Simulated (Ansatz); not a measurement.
# Sodium, simple cubic under LDA: ground state and equation of state

The plan for sodium in the simple cubic structure: relax it, solve it on a dense k-mesh, switch on spin-orbit coupling, then scale the cell to 7 volumes from 88 to 112 % of the relaxed one and try a fit of the equation of state. The k-meshes are 9×9×9 for the relaxation; 16×16×16 for the dense run; 10×10×10 for spin-orbit coupling; 11×11×11 for the volumes.

This is Na in the simple cubic structure; at room conditions it is bcc.

Program: Ansatz 0.2.0. Level of theory: DFT LDA (PW92), plane waves (420 eV) with PAW, scalar-relativistic; PAW files made under PBE, frozen cores solved again for the functional. These are calculated values, not measurements.

## 1. The starting structure

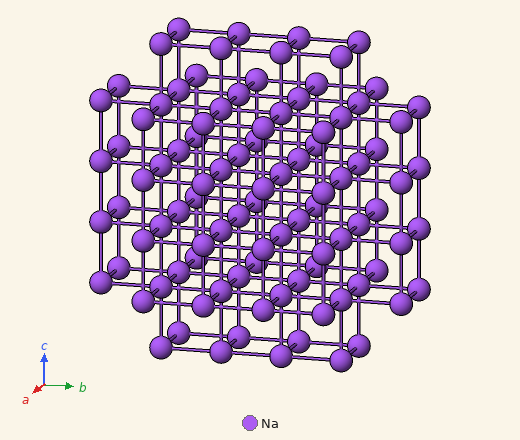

Start, viewed slightly off an axis; sodium purple. 1×3×3 cells are drawn. Any atoms on the faces are drawn again on the opposite ones, and bonded neighbours outside are added.

Coordinates:

```
CELL_PARAMETERS angstrom
3.44052 0.00000 0.00000
0.00000 3.44052 0.00000
0.00000 0.00000 3.44052
ATOMIC_POSITIONS crystal
Na 0.00000 0.00000 0.00000
```

## 2. Geometry optimisation

File input.yaml:

```yaml
crystal:
  lattice:
    - [3.440524329, 0.0, 0.0]
    - [0.0, 3.440524329, 0.0]
    - [0.0, 0.0, 3.440524329]
  atoms:
    - { symbol: Na, position: [0.0, 0.0, 0.0] }
hamiltonian:
  xc: lda
  pseudopotentials:
    kind: paw
    azcp:
      Na: "pseudopotentials/Na.paw.azcp"
basis:
  ecutwfc: 420
  fft_grid_basis: typed
kpoints:
  mp_grid: { grid: [9, 9, 9], shift: [0, 0, 0] }
magnetization:
  spin_polarized: false
scf:
  occupations: { method: fermi_dirac, width: 0.1 }
relax:
  max_steps: 60
  f_tol: 0.01
  cell: {}
output:
  write_density: true
  write_potential: true
  elf: true
  volumetric_format: npy
```

On the command line:

```sh
$ ansatz run input.yaml --threads 2 --pin off --max-ram 5120MiB --backend cpu --events-out ev --progress --plain --runs-dir out
```

What it wrote:

```text
Warning: <dir> the record states the generating functional pbe (its physics header spells it `PBE`), which answers neither for hamiltonian.xc's functional nor for the lda family's — results may be inconsistent (PPs are generated against a specific XC)
Warning: RAYON_NUM_THREADS=2 ignored (pool sized by the plan → 2); use --threads N
Engine: ansatz 0.2.0, x86_64-unknown-linux-gnu
Pseudopotentials: kind: paw
Pseudopotential: Na, paw, valence charge 9, recommended cutoff 420 eV (normal), <dir>
Functional definition: SPW92
  exchange = slater_x
  correlation = pw_c
Crystal: 1 atoms, lattice volume = 40.726 Å³
Basis set: ecut = 420 eV, 799 PW (Γ)
Bands: 9, of which v1, the nominal top of the filled ones, is band 5 counted from 1 (4 counted from 0)
Symmetry: 48 space group operations
Space group: Pm-3m (ITA 221), of the structure as read, at distance tolerance 3.4e-5 Å
k-points: 35 of 729
Non-local potential: Na, projectors of the file, l = 0: 3, l = 1: 2, l = 2: 1
PAW form: soft (Blöchl's): semilocal exchange-correlation on the pseudo side does not see the compensation charge
PAW frozen core: Na, regenerated for the run's functional, and the local potential with it (the file was generated under x = pbe(κ = 0.804, μ = 0.2195149727645171), c = pbe(β = 0.06672455060314922))
PAW one-centre angular grid: Na, 110 points (default); XC on 64 Gauss nodes
Initial density: superposition of atomic densities (neutral atoms: chi_scale 0, normalization atom), corrected by the library's trained network
Initial wavefunctions: pseudopotential atomic-orbital guess
Functional: x = slater, c = lda
SCF iter   1: F=—  HF=-1466.481886 eV  |F-HF|=—  |Δ(HF+E_count)|=         —  Δρ=5.05e-3  dr2=4.48e-3  ethr=1.77e-3  ⟨swp⟩=5.1  Hψ=2053  notcnv=0
preconditioner: auto → none  [metal: Δε(μ)=0.153 eV  Ē_g=7.382 eV  σ=0.100 eV  W_gap=0.37  n_scr=6 (ndim 8)  ℏωp=5.8 eV  f_vac=0.000  D(μ)=0.52/eV (n_scr^D=0)  sad-step TF]
SCF iter   2: F=—  HF=-1466.478393 eV  |F-HF|=—  |Δ(HF+E_count)|=   3.49e-3  Δρ=1.43e-3  dr2=4.57e-4  ethr=4.98e-5  ⟨swp⟩=2.5  Hψ=758  notcnv=0
SCF iter   3: F=—  HF=-1466.478327 eV  |F-HF|=—  |Δ(HF+E_count)|=   6.60e-5  Δρ=2.12e-4  dr2=1.57e-5  ethr=5.07e-6  ⟨swp⟩=2.5  Hψ=515  notcnv=0
SCF iter   4: F=—  HF=-1466.478351 eV  |F-HF|=—  |Δ(HF+E_count)|=   2.40e-5  Δρ=4.71e-5  dr2=4.36e-7  ethr=1.75e-7  ⟨swp⟩=2.1  Hψ=468  notcnv=0
iter 5 did not close the SCF: its close was put off for the readings that it lacked (scf_convergence_deferred on its scf_iter line)
SCF iter   5: F=-1466.478351 eV  HF=-1466.478351 eV  |F-HF|=2.47e-9  |Δ(HF+E_count)|=   2.33e-7  Δρ=3.55e-6  dr2=2.62e-9  ethr=4.84e-9  ⟨swp⟩=2.0  Hψ=453  notcnv=0
SCF iter   6: F=-1466.478351 eV  HF=-1466.478351 eV  |F-HF|=7.50e-12  |Δ(HF+E_count)|=  9.15e-10  Δρ=1.61e-7  dr2=8.49e-12  ethr=2.92e-11  ⟨swp⟩=4.5  Hψ=1383  notcnv=0
SCF 1 converged in 6 iterations: F = -1466.478351 eV  dr2 = 8.49e-12
relax step   1: F+E_penalty+E_count = -1466.47835053 eV  Δ(F+E_penalty+E_count) = +0.000e0 eV  max|allowed force component| = 0.000e0 eV/Å  Δτ_max = 0.0000 Å  P = -0.730 GPa  Ω = 40.726 Å³  (6 SCF iters, accepted)
Crystal: 1 atoms, lattice volume = 39.873 Å³
Basis set: ecut = 420 eV, 751 PW (Γ)
Initial density: handed on by an earlier stage of this run
Initial wavefunctions: those handed on with the density
iter 1 solved again at ethr=1.66e-7 eV; its pass at ethr=3.10e-3 eV (dr2=1.50e-5 eV) is discarded
SCF iter   1: F=—  HF=-1466.482002 eV  |F-HF|=—  |Δ(HF+E_count)|=         —  Δρ=1.54e-4  dr2=1.40e-5  ethr=1.66e-7  ⟨swp⟩=2.4  Hψ=2930  notcnv=0
preconditioner: auto → none  [metal: Δε(μ)=0.155 eV  Ē_g=7.478 eV  σ=0.100 eV  W_gap=0.37  n_scr=6 (ndim 8)  ℏωp=5.9 eV  f_vac=0.000  D(μ)=0.51/eV (n_scr^D=0)]
SCF iter   2: F=—  HF=-1466.481995 eV  |F-HF|=—  |Δ(HF+E_count)|=   6.36e-6  Δρ=5.18e-5  dr2=1.74e-6  ethr=1.56e-7  ⟨swp⟩=2.8  Hψ=501  notcnv=0
SCF iter   3: F=-1466.481994 eV  HF=-1466.481994 eV  |F-HF|=4.18e-8  |Δ(HF+E_count)|=   7.97e-7  Δρ=1.08e-5  dr2=8.58e-8  ethr=1.11e-9  ⟨swp⟩=5.8  Hψ=1460  notcnv=0
SCF 2 converged in 3 iterations: F = -1466.481994 eV  dr2 = 8.58e-8
relax step   2: F+E_penalty+E_count = -1466.48199432 eV  Δ(F+E_penalty+E_count) = -3.644e-3 eV  max|allowed force component| = 0.000e0 eV/Å  Δτ_max = 0.0000 Å  P = -0.635 GPa  Ω = 39.873 Å³  energy of the carried Pulay correction = +3.325e-6 eV  (3 SCF iters, dr2 threshold 1.00e-7 eV, accepted)
Crystal: 1 atoms, lattice volume = 34.988 Å³
Basis set: ecut = 420 eV, 691 PW (Γ)
iter 1 solved again at ethr=6.79e-6 eV; its pass at ethr=3.10e-3 eV (dr2=6.11e-4 eV) is discarded
SCF iter   1: F=—  HF=-1466.490723 eV  |F-HF|=—  |Δ(HF+E_count)|=         —  Δρ=1.09e-3  dr2=6.16e-4  ethr=6.79e-6  ⟨swp⟩=1.9  Hψ=3054  notcnv=0
preconditioner: auto → none  [metal: Δε(μ)=0.165 eV  Ē_g=8.101 eV  σ=0.100 eV  W_gap=0.39  n_scr=6 (ndim 8)  ℏωp=6.3 eV  f_vac=0.000  D(μ)=0.47/eV (n_scr^D=0)]
SCF iter   2: F=—  HF=-1466.490447 eV  |F-HF|=—  |Δ(HF+E_count)|=   2.76e-4  Δρ=3.67e-4  dr2=7.72e-5  ethr=6.79e-6  ⟨swp⟩=2.7  Hψ=487  notcnv=0
SCF iter   3: F=—  HF=-1466.490409 eV  |F-HF|=—  |Δ(HF+E_count)|=   3.79e-5  Δρ=7.68e-5  dr2=3.85e-6  ethr=8.58e-7  ⟨swp⟩=1.0  Hψ=315  notcnv=0
SCF iter   4: F=-1466.490407 eV  HF=-1466.490407 eV  |F-HF|=9.25e-9  |Δ(HF+E_count)|=   1.54e-6  Δρ=3.10e-6  dr2=9.94e-10  ethr=1.11e-9  ⟨swp⟩=6.0  Hψ=1552  notcnv=0
SCF 3 converged in 4 iterations: F = -1466.490407 eV  dr2 = 9.94e-10
relax step   3: F+E_penalty+E_count = -1466.49040737 eV  Δ(F+E_penalty+E_count) = -8.413e-3 eV  max|allowed force component| = 0.000e0 eV/Å  Δτ_max = 0.0000 Å  P = +0.171 GPa  Ω = 34.988 Å³  energy of the carried Pulay correction = +2.381e-5 eV  (4 SCF iters, dr2 threshold 1.00e-7 eV, accepted)
Crystal: 1 atoms, lattice volume = 35.921 Å³
Basis set: ecut = 420 eV, 739 PW (Γ)
iter 1 solved again at ethr=3.81e-7 eV; its pass at ethr=3.10e-3 eV (dr2=3.43e-5 eV) is discarded
SCF iter   1: F=—  HF=-1466.490829 eV  |F-HF|=—  |Δ(HF+E_count)|=         —  Δρ=2.37e-4  dr2=3.14e-5  ethr=3.81e-7  ⟨swp⟩=2.1  Hψ=2967  notcnv=0
preconditioner: auto → none  [metal: Δε(μ)=0.164 eV  Ē_g=7.972 eV  σ=0.100 eV  W_gap=0.39  n_scr=6 (ndim 8)  ℏωp=6.2 eV  f_vac=0.000  D(μ)=0.47/eV (n_scr^D=0)]
SCF iter   2: F=—  HF=-1466.490815 eV  |F-HF|=—  |Δ(HF+E_count)|=   1.41e-5  Δρ=8.28e-5  dr2=4.10e-6  ethr=3.49e-7  ⟨swp⟩=2.7  Hψ=484  notcnv=0
SCF iter   3: F=—  HF=-1466.490813 eV  |F-HF|=—  |Δ(HF+E_count)|=   1.85e-6  Δρ=1.67e-5  dr2=1.96e-7  ethr=4.56e-8  ⟨swp⟩=1.0  Hψ=315  notcnv=0
SCF iter   4: F=-1466.490813 eV  HF=-1466.490813 eV  |F-HF|=4.07e-10  |Δ(HF+E_count)|=   7.65e-8  Δρ=7.20e-7  dr2=6.02e-11  ethr=8.11e-10  ⟨swp⟩=6.9  Hψ=1313  notcnv=0
SCF 4 converged in 4 iterations: F = -1466.490813 eV  dr2 = 6.02e-11
relax step   4: F+E_penalty+E_count = -1466.49081302 eV  Δ(F+E_penalty+E_count) = -4.057e-4 eV  max|allowed force component| = 0.000e0 eV/Å  Δτ_max = 0.0000 Å  P = -0.026 GPa  Ω = 35.921 Å³  energy of the carried Pulay correction = +1.970e-5 eV  (4 SCF iters, dr2 threshold 7.29e-8 eV, accepted)
Initial wavefunctions: pseudopotential atomic-orbital guess (no wavefunctions were taken with the density)
iter 1 solved again at ethr=5.41e-8 eV; its pass at ethr=3.10e-3 eV (dr2=4.87e-6 eV) is discarded
SCF iter   1: F=—  HF=-1466.490742 eV  |F-HF|=—  |Δ(HF+E_count)|=         —  Δρ=4.76e-5  dr2=1.09e-7  ethr=5.41e-8  ⟨swp⟩=3.1  Hψ=2900  notcnv=0
SCF iter   2: F=—  HF=-1466.490745 eV  |F-HF|=—  |Δ(HF+E_count)|=   3.06e-6  Δρ=2.14e-5  dr2=2.04e-8  ethr=1.21e-9  ⟨swp⟩=2.2  Hψ=428  notcnv=0
SCF iter   3: F=—  HF=-1466.490745 eV  |F-HF|=—  |Δ(HF+E_count)|=   1.88e-8  Δρ=4.45e-6  dr2=8.62e-10  ethr=2.26e-10  ⟨swp⟩=1.0  Hψ=315  notcnv=0
SCF iter   4: F=-1466.490745 eV  HF=-1466.490745 eV  |F-HF|=0.00e0  |Δ(HF+E_count)|=  8.26e-10  Δρ=6.20e-8  dr2=5.99e-13  ethr=1.00e-12  ⟨swp⟩=4.3  Hψ=1299  notcnv=0
SCF 5 converged in 4 iterations: F = -1466.490745 eV  dr2 = 5.99e-13
relax step   5: F+E_penalty+E_count = -1466.49074494 eV  Δ(F+E_penalty+E_count) = +6.808e-5 eV  max|allowed force component| = 0.000e0 eV/Å  Δτ_max = 0.0000 Å  P = -0.022 GPa  Ω = 35.921 Å³  stress off target by 2.21e-2 GPa  SCF on the basis re-selected at this cell (its energy is not comparable with the rows above)  (4 SCF iters)
basis re-selected at this cell: Δ(F+E_penalty+E_count) = +6.808e-5 eV, ΔP = +0.004 GPa vs the last step (what re-selecting the basis moved, of the pressure what is left beyond the Pulay correction that the steps carried, after the strain that the cell walked since its last selection, with what the two solves' SCF thresholds leave and, on support functions, any second-order correction that the steps lacked; it is no measure of the basis error at this ecutwfc). This SCF's stress stands 2.21e-2 GPa from its target on what of the cell is left free (relax.cell.stress_tol is 5.00e-2 GPa) and its largest allowed force component is 0.00e0 eV/Å (relax.f_tol is 1.00e-2 eV/Å): within both
SCF converged after 4 iterations
Free energy (F): -1466.490745 eV
Harris-Foulkes:  -1466.490745 eV  (|F-HF|=0.00e0)
Internal energy: -1466.474728 eV  (E = F + TS)
E sigma→0 (E₀):  -1466.482737 eV
Entropy (-TS):   -0.016017 eV (-16.017 meV/atom)
Fermi energy:    1.694741 eV
--- Per-component energies (eV) ---
  E_band       = -241.943979
  E_kinetic    = 120.142388
  E_local      = -1450.082664  (includes V_loc(G=0)·N_el)
  E_nonlocal   = 116.665125
  E_hartree    = 530.191225
  E_xc         = -37.359141
  E_vxc        = -48.610187  (∫ρ·V_xc dr)
  E_paw        = -244.680578  (= ΣΔE_a)
  E_vpaw       = -40.441063  (= ΣTr[D̂ρ^β])
  E_aug_tail   = -0.000016  (compensation charges beyond the density's cutoff)
  E_ewald      = -501.491959
  E_core_change = 0.140890  (= ΣΔE_core)
  E_smearing   = -0.016017  (= −TS)
  E_closure    = 0.000000  (closes the sum)
  Σ components = -1466.490745   (vs F -1466.490745, Δ=0.00e0)
--- Forces (eV/Å), atoms counted from 1 ---
  atom   1  Na    -0.00000000    -0.00000000    -0.00000000
  max |Σ_I F_I| component: 8.73e-33 eV/Å
--- Stress (GPa, compression-positive) ---
       -0.022099      -0.000000       0.000000
       -0.000000      -0.022099      -0.000000
        0.000000      -0.000000      -0.022099
  P = ⅓ Tr σ = -0.0221 GPa (-0.221 kbar)
--- Band table (eV; the first three rows and the last of 35) ---
  k-point 0: bands = ["-50.9172", "-23.3953", "-23.3953", "-23.3953", "-1.6359", "10.3143", "10.3143", "11.8118", "11.8118"]
  k-point 1: bands = ["-50.9168", "-23.4031", "-23.3946", "-23.3946", "-1.4597", "8.6531", "10.4728", "11.9494", "11.9494"]
  k-point 2: bands = ["-50.9157", "-23.4229", "-23.3929", "-23.3929", "-0.9345", "6.4461", "10.9407", "12.3618", "12.3618"]
  k-point 34: bands = ["-50.9066", "-23.4439", "-23.4437", "-23.4437", "6.2261", "7.3534", "7.3534", "8.4621", "8.7402"]
--- Relaxed structure (4 steps of the walk, 4 accepted, 1 SCFs on fresh bases) ---
  F+E_penalty+E_count = -1466.49074494 eV   max|allowed force component| = 0.000e0 eV/Å   (the final SCF, on the basis selected at the relaxed cell)
  cell:  # Å, volume = 35.9206 Å³
    - [3.299496876792877, 1.0271626370065257e-33, -7.7037197775489426e-34]
    - [0.0, 3.299496876792877, -5.135813185032629e-34]
    - [-1.2839532962581571e-33, -5.135813185032629e-34, 3.2994968767928774]
  atoms:
    - { symbol: Na, position: [0.0, 0.0, 0.0] }
```

It took 2.1 s on 2 threads of Intel Xeon Platinum 8259CL at 2.50GHz (Skylake/Cascade Lake), shared host; peak memory 0.34 GiB.

The steps of the relaxation:

```csv
step,energy change (meV/atom),largest force (eV/Å),pressure (GPa),volume (Å³/atom)
1,0.00,0.0000,-0.73,40.726
2,-3.64,0.0000,-0.64,39.873
3,-12.06,0.0000,0.17,34.988
4,-12.46,0.0000,-0.03,35.921
5,-12.39,0.0000,-0.02,35.921
```

Steps that repeat a cell are solved on a basis chosen anew, so their changes of energy are no gain of the relaxation.

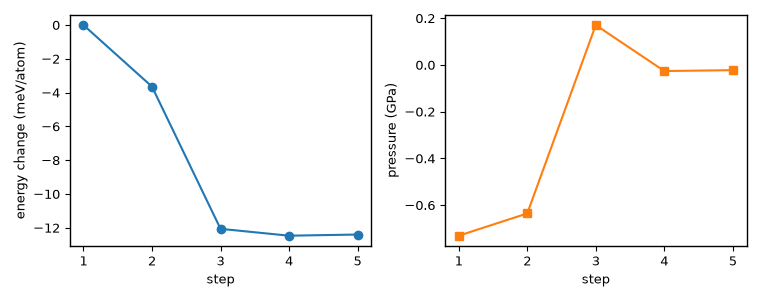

Energy and pressure over the accepted steps.

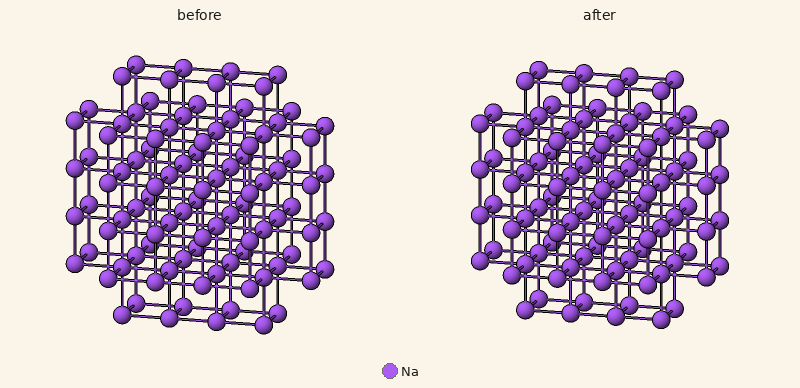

The structure before (left) and after (right), drawn at the same scale. The cells drawn are those of the first picture.

Changes in the cell that was computed:

|  | before | after | change |
| --- | --- | --- | --- |
| a (Å) | 3.441 | 3.299 | -4.1 % |
| b (Å) | 3.441 | 3.299 | -4.1 % |
| c (Å) | 3.441 | 3.299 | -4.1 % |
| volume (Å³/atom) | 40.726 | 35.921 | -11.8 % |
| shortest distance (Å) | 3.441 | 3.299 | -4.1 % |
| space group (spins left aside) | Pm-3m | Pm-3m | same |

## 3. Dense single point

File input.yaml:

```yaml
crystal:
  lattice:
    - [3.2994968768, 0.0, 0.0]
    - [0.0, 3.2994968768, 0.0]
    - [0.0, 0.0, 3.2994968768]
  atoms:
    - { symbol: Na, position: [0.0, 0.0, 0.0] }
hamiltonian:
  xc: lda
  pseudopotentials:
    kind: paw
    azcp:
      Na: "pseudopotentials/Na.paw.azcp"
basis:
  ecutwfc: 420
  fft_grid_basis: typed
kpoints:
  mp_grid: { grid: [16, 16, 16], shift: [0, 0, 0] }
magnetization:
  spin_polarized: false
scf:
  occupations: { method: fermi_dirac, width: 0.1 }
```

On the command line:

```sh
$ ansatz run input.yaml --threads 2 --pin off --max-ram 5120MiB --backend cpu --events-out ev --progress --plain --runs-dir out
```

What it wrote, cut to the lines that bear on the results:

```text
Warning: <dir> the record states the generating functional pbe (its physics header spells it `PBE`), which answers neither for hamiltonian.xc's functional nor for the lda family's — results may be inconsistent (PPs are generated against a specific XC)
Warning: RAYON_NUM_THREADS=2 ignored (pool sized by the plan → 2); use --threads N
[...]
[... 3 set-up lines as earlier in the session ...]
[...]
Crystal: 1 atoms, lattice volume = 35.921 Å³
Basis set: ecut = 420 eV, 739 PW (Γ)
Bands: 9, of which v1, the nominal top of the filled ones, is band 5 counted from 1 (4 counted from 0)
[... 1 set-up line as earlier in the session ...]
Space group: Pm-3m (ITA 221), of the structure as read, at distance tolerance 3.3e-5 Å
k-points: 165 of 4096
[...]
SCF iter   1: F=—  HF=-1466.496948 eV  |F-HF|=—  |Δ(HF+E_count)|=         —  Δρ=5.45e-3  dr2=4.58e-3  ethr=1.77e-3  ⟨swp⟩=5.1  Hψ=9671  notcnv=0
[...]
SCF iter   6: F=-1466.493298 eV  HF=-1466.493298 eV  |F-HF|=9.09e-13  |Δ(HF+E_count)|=  4.87e-10  Δρ=1.32e-7  dr2=3.05e-12  ethr=7.91e-12  ⟨swp⟩=1.0  Hψ=4376  notcnv=0
[...]
SCF converged after 6 iterations
Free energy (F): -1466.493298 eV
[...]
E sigma→0 (E₀):  -1466.485812 eV
Entropy (-TS):   -0.014971 eV (-14.971 meV/atom)
Fermi energy:    1.726145 eV
[...]
```

Wall time 1.2 s (2 threads of Intel Xeon Platinum 8259CL at 2.50GHz (Skylake/Cascade Lake), shared host); peak memory 0.36 GiB.

## 4. A two-component run at the same geometry

Edit input.yaml of step 3 so:

```diff
@@ -10,3 +10,3 @@
   pseudopotentials:
-    kind: paw
+    kind: paw_fr
     azcp:
@@ -17,5 +17,6 @@
 kpoints:
-  mp_grid: { grid: [16, 16, 16], shift: [0, 0, 0] }
+  mp_grid: { grid: [10, 10, 10], shift: [0, 0, 0] }
 magnetization:
-  spin_polarized: false
+  noncollinear: true
+  spin_orbit: true
 scf:
```

On the command line:

```sh
$ ansatz run input.yaml --threads 2 --pin off --max-ram 5120MiB --backend cpu --events-out ev --progress --plain --runs-dir out
```

What it wrote, cut to the lines that bear on the results:

```text
Warning: <dir> the record states the generating functional pbe (its physics header spells it `PBE`), which answers neither for hamiltonian.xc's functional nor for the lda family's — results may be inconsistent (PPs are generated against a specific XC)
Warning: RAYON_NUM_THREADS=2 ignored (pool sized by the plan → 2); use --threads N
[...]
Pseudopotentials: kind: paw_fr
Pseudopotential: Na, paw_fr, valence charge 9, recommended cutoff 420 eV (normal), <dir>
[... 1 set-up line as earlier in the session ...]
[...]
non-collinear run that drives no moment, with spin-orbit: no starting moment large enough to seed its density (crystal.atoms[].spin), no starting occupations that ask for one, no magnetisation constraint and no magnetic field, so the semilocal B_xc is pinned to zero
Crystal: 1 atoms, lattice volume = 35.921 Å³
Basis set: ecut = 420 eV, 739 PW (Γ)
Bands: 18, of which v1, the nominal top of the filled ones, is band 9 counted from 1 (8 counted from 0)
Symmetry: 48 space group operations + 48 with time reversal
Magnetic group: BNS 221.93 (UNI 1595), of the structure as read, at distance tolerance 3.3e-5 Å
k-points: 56 of 1000
Projection manifold: j_resolved (fully-relativistic pseudo-atomic orbitals)
[...]
SCF iter   1: F=—  HF=-1466.529858 eV  |F-HF|=—  |Δ(HF+E_count)|=         —  Δρ=8.76e-3  dr2=2.66e-2  dr2_m=0.00e0 (ungated)  ethr=3.10e-3  |M|=0.00e0 ∫|m|=0.00e0 μB  |m|>n=0.0e0 m-floor=0.0e0 τ_xc=0.0e0  β_m=0.30  ⟨swp⟩=5.2  Hψ=2468  notcnv=0  defer=12
[...]
SCF iter   6: F=-1466.514616 eV  HF=-1466.514616 eV  |F-HF|=3.45e-10  |Δ(HF+E_count)|=   1.01e-8  Δρ=1.13e-6  dr2=2.37e-10  dr2_m=0.00e0 (ungated)  ethr=4.23e-11  |M|=0.00e0 ∫|m|=0.00e0 μB  |m|>n=0.0e0 m-floor=0.0e0 τ_xc=0.0e0  ⟨swp⟩=1.0  Hψ=1411  notcnv=0
[...]
SCF converged after 6 iterations
Magnetization: |M| = 0.0000 μB,  M = (+0.0000, +0.0000, +0.0000) μB
Absolute magnetization: 0.0000 μB (∫|m|)
  site 0: m = (+0.0000, +0.0000, +0.0000) μB, |m| = 0.0000 μB  (R = 1.36 Å)
Free energy (F): -1466.514616 eV
[...]
E sigma→0 (E₀):  -1466.506986 eV
Entropy (-TS):   -0.015260 eV (-15.260 meV/atom)
Fermi energy:    1.775298 eV
[...]
```

Wall time 1.4 s (2 threads of Intel Xeon Platinum 8259CL at 2.50GHz (Skylake/Cascade Lake), shared host); peak memory 0.36 GiB.

Side by side:

```csv
,scalar-relativistic,with spin-orbit coupling
k-mesh,16×16×16,10×10×10
gap on the mesh,none (levels filled in part),none (levels filled in part)
```

The meshes differ, so small differences between the columns need not come from spin-orbit coupling.

## 5. At 88 % of the relaxed volume

File input.yaml:

```yaml
crystal:
  lattice:
    - [3.1618549708, 0.0, 0.0]
    - [0.0, 3.1618549708, 0.0]
    - [0.0, 0.0, 3.1618549708]
  atoms:
    - { symbol: Na, position: [0.0, 0.0, 0.0] }
hamiltonian:
  xc: lda
  pseudopotentials:
    kind: paw
    azcp:
      Na: "pseudopotentials/Na.paw.azcp"
basis:
  ecutwfc: 420
  fft_grid_basis: typed
kpoints:
  mp_grid: { grid: [11, 11, 11], shift: [0, 0, 0] }
magnetization:
  spin_polarized: false
scf:
  occupations: { method: fermi_dirac, width: 0.1 }
  lower_state_search: "off"
output:
  stress: true
```

On the command line:

```sh
$ ansatz run input.yaml --threads 2 --pin off --max-ram 5120MiB --backend cpu --events-out ev --progress --plain --runs-dir out
```

What it wrote, cut to the lines that bear on the results:

```text
Warning: <dir> the record states the generating functional pbe (its physics header spells it `PBE`), which answers neither for hamiltonian.xc's functional nor for the lda family's — results may be inconsistent (PPs are generated against a specific XC)
Warning: RAYON_NUM_THREADS=2 ignored (pool sized by the plan → 2); use --threads N
[...]
[... 3 set-up lines as earlier in the session ...]
[...]
Crystal: 1 atoms, lattice volume = 31.610 Å³
Basis set: ecut = 420 eV, 619 PW (Γ)
Bands: 9, of which v1, the nominal top of the filled ones, is band 5 counted from 1 (4 counted from 0)
[... 1 set-up line as earlier in the session ...]
Space group: Pm-3m (ITA 221), of the structure as read, at distance tolerance 3.2e-5 Å
k-points: 56 of 1331
[...]
SCF iter   1: F=—  HF=-1466.482910 eV  |F-HF|=—  |Δ(HF+E_count)|=         —  Δρ=5.87e-3  dr2=4.64e-3  ethr=1.77e-3  ⟨swp⟩=5.1  Hψ=3294  notcnv=0
[...]
SCF iter   6: F=-1466.479320 eV  HF=-1466.479320 eV  |F-HF|=2.27e-13  |Δ(HF+E_count)|=  1.07e-10  Δρ=1.90e-7  dr2=3.72e-12  ethr=4.59e-12  ⟨swp⟩=1.0  Hψ=1489  notcnv=0
[...]
SCF converged after 6 iterations
Free energy (F): -1466.479320 eV
[...]
E sigma→0 (E₀):  -1466.471697 eV
Entropy (-TS):   -0.015247 eV (-15.247 meV/atom)
Fermi energy:    2.295270 eV
[...]
--- Stress (GPa, compression-positive) ---
        1.129211       0.000000       0.000000
        0.000000       1.129211       0.000000
        0.000000       0.000000       1.129211
  P = ⅓ Tr σ = 1.1292 GPa (11.292 kbar)
```

It took 0.63 s on 2 threads of Intel Xeon Platinum 8259CL at 2.50GHz (Skylake/Cascade Lake), shared host; peak memory 0.32 GiB.

(Part 1 of 2 ends here.)
